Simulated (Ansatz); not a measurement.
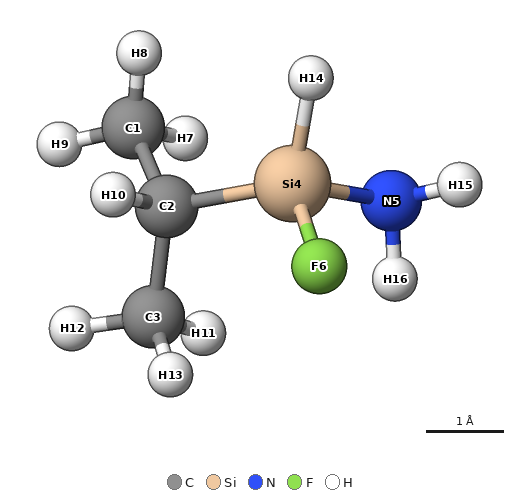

The structure as given in the input (ball-and-stick view, seen at a tilt; atoms are numbered from 1 in the order of the input). Bond lengths as drawn: C–C 1.55 to 1.56 Å, C–H 1.04 to 1.12 Å, C–Si 1.84 Å, F–Si 1.59 Å, H–N 1.04 Å, H–Si 1.49 Å and N–Si 1.77 Å.

Run report: C$_{3}$H$_{10}$FNSi, geometry relaxation (part 1 of 2)

C$_{3}$H$_{10}$FNSi, SMILES CC(C)[SiH](N)F, computed with RKS B3LYP-D4/6-31G* (Ansatz 0.2.0).

It belongs to a series of runs on one base structure; here: end point A relaxed. Figures and captions count atoms from 1; the log counts them from 0 in places.

### Log
```
The last accepted step is kept in [file] (removed where the run ends without a failure and the disk answers)
Engine: ansatz 0.2.0, aarch64-unknown-linux-gnu
Functional definition: B3LYP
  parameter a0 = 0.2
  parameter ax = 0.72
  parameter ac = 0.81
  exchange = (1 - a0 - ax)*slater_x + ax*b88_x + a0*exact_x
  correlation = (1 - ac)*vwn_rpa_c + ac*lyp_c
1311 factors; integrals over basis functions are off by at most 4.2e-4 eV
mean field evaluation 1: about -15348.5972 eV, gradient 7.7e1 eV
mean field evaluation 2: about -15337.1896 eV, gradient 1.0e2 eV
mean field evaluation 4: about -15360.9774 eV, gradient 5.0e0 eV
mean field evaluation 8: about -15361.0452 eV, gradient 7.7e-2 eV
mean field evaluation 16: about -15361.0452 eV, gradient 2.5e-5 eV
mean field -15361.04516866 eV, -564.5079978579 hartree, gradient 2.5e-5 eV, S^2 0.000000; 0 other end points of the search recorded, 0 dependent functions left out
the calculation of the forces begins
reference -15361.04540758 eV, -564.5080066379 hartree; 29, 29 occupied and 85, 85 virtual orbitals, 1311 factors
relax step   1: F+E_penalty+E_count = -15361.60754155 eV  Δ(F+E_penalty+E_count) = +0.000e0 eV  max|allowed force component| = 2.738e0 eV/Å  Δτ_max = 0.0000 Å  (26 SCF iters, accepted)
these checks for a lower state are left out or cut short: starts, cluster_reference, orbital_swaps, neighbouring_geometries, increment
1311 factors; integrals over basis functions are off by at most 4.3e-4 eV
mean field -15361.43559046 eV, -564.5223455944 hartree, gradient 1.8e-5 eV, S^2 0.000000; 0 other end points of the search recorded, 0 dependent functions left out
the calculation of the forces begins
reference -15361.43583140 eV, -564.5223544486 hartree; 29, 29 occupied and 85, 85 virtual orbitals, 1311 factors
relax step   2: F+E_penalty+E_count = -15361.99836065 eV  Δ(F+E_penalty+E_count) = -3.908e-1 eV  max|allowed force component| = 1.022e0 eV/Å  Δτ_max = 0.1354 Å  (28 SCF iters, accepted)
these checks for a lower state are left out or cut short: starts, cluster_reference, orbital_swaps, neighbouring_geometries, increment
1311 factors; integrals over basis functions are off by at most 4.3e-4 eV
mean field -15361.52891312 eV, -564.5257751387 hartree, gradient 1.2e-5 eV, S^2 0.000000; 0 other end points of the search recorded, 0 dependent functions left out
the calculation of the forces begins
reference -15361.52915670 eV, -564.5257840905 hartree; 29, 29 occupied and 85, 85 virtual orbitals, 1311 factors
relax step   3: F+E_penalty+E_count = -15362.09248231 eV  Δ(F+E_penalty+E_count) = -9.412e-2 eV  max|allowed force component| = 4.863e-1 eV/Å  Δτ_max = 0.1095 Å  (28 SCF iters, accepted)
these checks for a lower state are left out or cut short: starts, cluster_reference, orbital_swaps, neighbouring_geometries, increment
1311 factors; integrals over basis functions are off by at most 4.1e-4 eV
mean field evaluation 32: about -15361.4383 eV, gradient 5.9e-1 eV
mean field -15361.45646137 eV, -564.5231125860 hartree, gradient 2.7e-5 eV, S^2 0.000000; 0 other end points of the search recorded, 0 dependent functions left out
the calculation of the forces begins
reference -15361.45670804 eV, -564.5231216512 hartree; 29, 29 occupied and 85, 85 virtual orbitals, 1311 factors
relax step   4: F+E_penalty+E_count = -15362.02200848 eV  Δ(F+E_penalty+E_count) = +7.047e-2 eV  max|allowed force component| = 1.544e0 eV/Å  Δτ_max = 0.1999 Å  (27 SCF iters, rejected (line search))
these checks for a lower state are left out or cut short: starts, cluster_reference, orbital_swaps, neighbouring_geometries, increment
1311 factors; integrals over basis functions are off by at most 4.2e-4 eV
mean field -15361.56965763 eV, -564.5272724719 hartree, gradient 1.4e-5 eV, S^2 0.000000; 0 other end points of the search recorded, 0 dependent functions left out
the calculation of the forces begins
reference -15361.56990355 eV, -564.5272815094 hartree; 29, 29 occupied and 85, 85 virtual orbitals, 1311 factors
relax step   5: F+E_penalty+E_count = -15362.13446845 eV  Δ(F+E_penalty+E_count) = -4.199e-2 eV  max|allowed force component| = 3.067e-1 eV/Å  Δτ_max = 0.0976 Å  (27 SCF iters, accepted)
these checks for a lower state are left out or cut short: starts, cluster_reference, orbital_swaps, neighbouring_geometries, increment
1311 factors; integrals over basis functions are off by at most 4.3e-4 eV
mean field -15361.56970917 eV, -564.5272743662 hartree, gradient 6.4e-5 eV, S^2 0.000000; 0 other end points of the search recorded, 0 dependent functions left out
the calculation of the forces begins
reference -15361.56995559 eV, -564.5272834219 hartree; 29, 29 occupied and 85, 85 virtual orbitals, 1311 factors
relax step   6: F+E_penalty+E_count = -15362.13576991 eV  Δ(F+E_penalty+E_count) = -1.301e-3 eV  max|allowed force component| = 1.586e-1 eV/Å  Δτ_max = 0.1000 Å  (25 SCF iters, accepted)
these checks for a lower state are left out or cut short: starts, cluster_reference, orbital_swaps, neighbouring_geometries, increment
1311 factors; integrals over basis functions are off by at most 4.2e-4 eV
mean field -15361.57198736 eV, -564.5273580881 hartree, gradient 5.6e-5 eV, S^2 0.000000; 0 other end points of the search recorded, 0 dependent functions left out
the calculation of the forces begins
reference -15361.57223384 eV, -564.5273671461 hartree; 29, 29 occupied and 85, 85 virtual orbitals, 1311 factors
relax step   7: F+E_penalty+E_count = -15362.13756404 eV  Δ(F+E_penalty+E_count) = -1.794e-3 eV  max|allowed force component| = 2.273e-1 eV/Å  Δτ_max = 0.0643 Å  (25 SCF iters, accepted)
these checks for a lower state are left out or cut short: starts, cluster_reference, orbital_swaps, neighbouring_geometries, increment
1311 factors; integrals over basis functions are off by at most 4.2e-4 eV
mean field -15361.57350297 eV, -564.5274137858 hartree, gradient 5.5e-5 eV, S^2 0.000000; 0 other end points of the search recorded, 0 dependent functions left out
the calculation of the forces begins
reference -15361.57374953 eV, -564.5274228465 hartree; 29, 29 occupied and 85, 85 virtual orbitals, 1311 factors
relax step   8: F+E_penalty+E_count = -15362.13912603 eV  Δ(F+E_penalty+E_count) = -1.562e-3 eV  max|allowed force component| = 2.157e-2 eV/Å  Δτ_max = 0.0229 Å  (26 SCF iters, accepted)
these checks for a lower state are left out or cut short: starts, cluster_reference, orbital_swaps, neighbouring_geometries, increment
1311 factors; integrals over basis functions are off by at most 4.2e-4 eV
mean field evaluation 64: about -15361.5735 eV, gradient 8.7e-6 eV
mean field -15361.57349150 eV, -564.5274133640 hartree, gradient 8.6e-6 eV, S^2 0.000000; 0 other end points of the search recorded, 0 dependent functions left out
the calculation of the forces begins
reference -15361.57373792 eV, -564.5274224199 hartree; 29, 29 occupied and 85, 85 virtual orbitals, 1311 factors
relax step   9: F+E_penalty+E_count = -15362.13927741 eV  Δ(F+E_penalty+E_count) = -1.514e-4 eV  max|allowed force component| = 6.881e-3 eV/Å  Δτ_max = 0.0182 Å  (23 SCF iters, accepted)
```

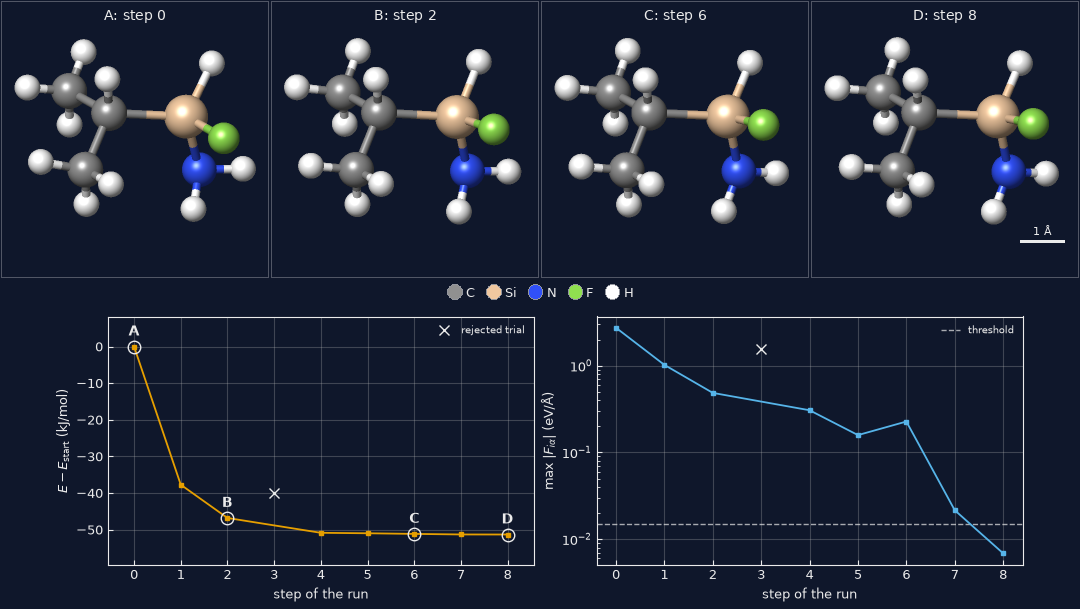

Frames of the relaxation (ball-and-stick view, seen at a tilt) above the curves, on which the letters mark them (the first geometry is step 0 here and step 1 in the log).

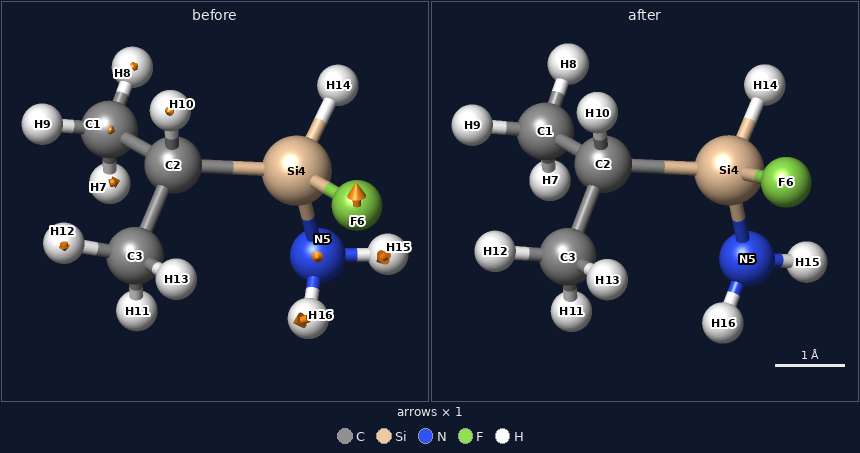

Before (left) and after (right) the relaxation, at one scale (ball-and-stick view, seen at a tilt). The orange arrows give the displacements, at true length. The energy falls by 51.3 kJ/mol in 8 geometry steps. The largest force component goes from 2.7 to 0.0069 eV/Å. The line search rejected the trial step at point 3 (counted from 0) and went back. F6 moves most after the best rigid fit: 0.38 Å. Largest moves by element: F 0.38 Å, H 0.27 Å, N 0.14 Å, C 0.09 Å, Si 0.04 Å. Among the contacts that change: C1–H8 1.036 → 1.097 Å, Si4–N5 1.769 → 1.720 Å, C2–Si4 1.837 → 1.880 Å, C3–H11 1.059 → 1.098 Å. Among the angles that change: Si4–N5–H16 105.7° → 120.4°, Si4–N5–H15 107.2° → 120.0°, N5–Si4–F6 103.0° → 113.5°. (Atoms are counted from 1 in the order of the input.)

```
1311 factors; integrals over basis functions are off by at most 4.2e-4 eV
mean field -15361.57349150 eV, -564.5274133640 hartree, gradient 8.6e-6 eV, S^2 0.000000; 1 other end points of the search recorded, 0 dependent functions left out
the calculation of the forces begins
reference -15361.57373792 eV, -564.5274224199 hartree; 29, 29 occupied and 85, 85 virtual orbitals, 1311 factors
Total energy: -15362.13952384 eV, -564.5482146689 hartree
Atom 0 at     0.584661    -1.462680    -0.747478 Å, force    -0.003419     0.001072     0.003363 eV/Å
Atom 1 at     0.805325    -0.126202    -0.017013 Å, force    -0.001433    -0.002846    -0.002592 eV/Å
Atom 2 at     0.781374     1.060965    -0.998475 Å, force     0.000697    -0.000039    -0.000635 eV/Å
Atom 3 at    -0.440805     0.097720     1.373023 Å, force    -0.006881     0.003964     0.003934 eV/Å
Atom 4 at    -2.009608     0.336100     0.709552 Å, force     0.001655     0.000088    -0.003807 eV/Å
Atom 5 at     0.075623     1.343650     2.284251 Å, force     0.004841    -0.001306     0.001167 eV/Å
Atom 6 at    -0.402334    -1.490721    -1.223732 Å, force     0.001271    -0.000449    -0.000603 eV/Å
Atom 7 at     0.644752    -2.316270    -0.061837 Å, force     0.001047     0.002413    -0.000950 eV/Å
Atom 8 at     1.339131    -1.610907    -1.530913 Å, force     0.001081     0.000263    -0.001591 eV/Å
Atom 9 at     1.797697    -0.149508     0.457983 Å, force     0.000999    -0.000765     0.003339 eV/Å
Atom 10 at    -0.186754     1.133527    -1.511112 Å, force    -0.000698    -0.000717     0.000772 eV/Å
Atom 11 at     1.545919     0.941347    -1.776950 Å, force    -0.000529    -0.001391     0.002225 eV/Å
Atom 12 at     0.968491     2.014416    -0.491566 Å, force    -0.001555    -0.000260    -0.000762 eV/Å
Atom 13 at    -0.535229    -1.073543     2.283678 Å, force     0.002056     0.003488    -0.006858 eV/Å
Atom 14 at    -2.827949     0.240199     1.298401 Å, force    -0.001429    -0.001582     0.001781 eV/Å
Atom 15 at    -2.162994     1.039307    -0.003411 Å, force     0.002298    -0.001933     0.001218 eV/Å
Dipole moment:    -0.211213    -0.022994    -0.258114 e Å
```

### Trajectory as extended XYZ (Å, eV, eV/Å), 9 frames, from step=1 to step=9
```
16
Properties=species:S:1:pos:R:3:forces:R:3 step=1 energy=-15361.60754
C     0.6353   -1.5099   -0.8089   -2.7381   2.7371   0.0165
C     0.7564   -0.1605   -0.0363    1.2135  -0.3375  -0.2327
C     0.7914    1.0247   -1.0278    1.8318   0.4233   1.1045
Si   -0.4415    0.0783    1.3363   -2.1888  -0.9711  -0.4208
N    -2.0906    0.2171    0.7122    0.2287   0.7635   0.4118
F    -0.2257    1.4668    2.0880    0.9101   0.9061   0.7432
H    -0.3358   -1.4824   -1.3642    0.5815  -0.3193   0.3293
H     0.6461   -2.3186   -0.1620    0.0238  -1.9034   1.3149
H     1.3996   -1.5715   -1.5073    1.7233  -0.2843  -1.4655
H     1.7357   -0.2097    0.4925   -0.1319   0.2195  -0.2649
H    -0.1212    1.1351   -1.5535   -1.0525  -0.0914  -0.8758
H     1.6526    0.8890   -1.7221   -0.6533   0.1082   0.1014
H     0.9654    1.9929   -0.5048   -0.0316  -0.4768  -0.1739
H    -0.5345   -1.0358    2.3259    0.3780   0.0884  -0.0001
H    -2.7185    0.3196    1.5288    0.1425  -0.2492  -0.5596
H    -2.1374    1.1423    0.2476   -0.2370  -0.6131  -0.0282
```
